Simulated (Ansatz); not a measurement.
**A computed series for Cu2O: response to strain**

Take Cu₂O (space group Pn-3m, No. 224) as the base.

```
CELL_PARAMETERS angstrom
      4.24441     0.00000     0.00000
      0.00000     4.24441     0.00000
      0.00000     0.00000     4.24441
ATOMIC_POSITIONS crystal
  Cu 0.75000 0.75000 0.75000
  Cu 0.75000 0.25000 0.25000
  Cu 0.25000 0.75000 0.25000
  Cu 0.25000 0.25000 0.75000
  O  0.00000 0.00000 0.00000
  O  0.50000 0.50000 0.50000
```

Strains are applied to the cell and any free atomic positions relax.

Level of theory: r2SCAN/PAW in Ansatz (a program for electronic structure), no spin-orbit coupling, earlier PAW set.

Notes on the quantities. energy relative to the base: free energy F.

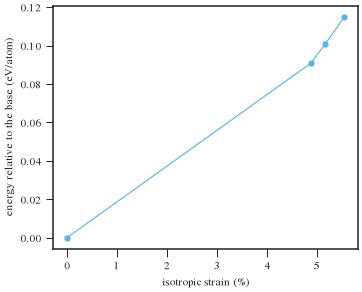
Fig. 1. Energy relative to the base against isotropic strain

```json
[
 {"isotropic strain (%)": "4.88", "energy relative to the base": "+91 meV/atom"},
 {"isotropic strain (%)": "5.16", "energy relative to the base": "+101 meV/atom"},
 {"isotropic strain (%)": "5.55", "energy relative to the base": "+115 meV/atom"}
]
```

Whether these cells are dynamically stable was not tested. No Hubbard U is applied. The final runs are not spin-polarised.
